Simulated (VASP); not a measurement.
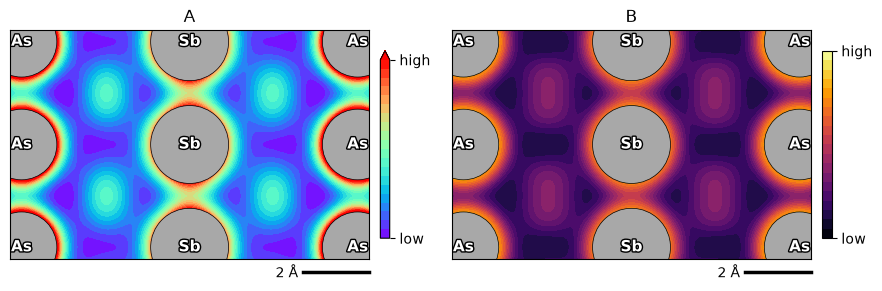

SbAs$_{3}$: 2 fields on the (11̄0) plane of the conventional cell, with unlabelled colour scales. Grey discs cover the atomic cores.

Space group Cmmm; a structure from a database of computed crystals, not necessarily the ambient phase; a generated structure, not necessarily the stable one; not relaxed (largest force 0.4 eV/Å); computed pressure about −6 GPa in this cell.

Method: VASP 6.6.1, Kohn-Sham DFT of a periodic cell, PBE, VASP PAW PBE potentials, recommended.

Which field does each panel show? The fields are: electron localisation function and valence pseudo-density.

Panel A: valence pseudo-density. Panel B: electron localisation function. From the grid: Sb–Sb (3.13 Å): ρ is about 0.22 e/Å³ halfway; the ELF is about 0.50 at the midpoint.
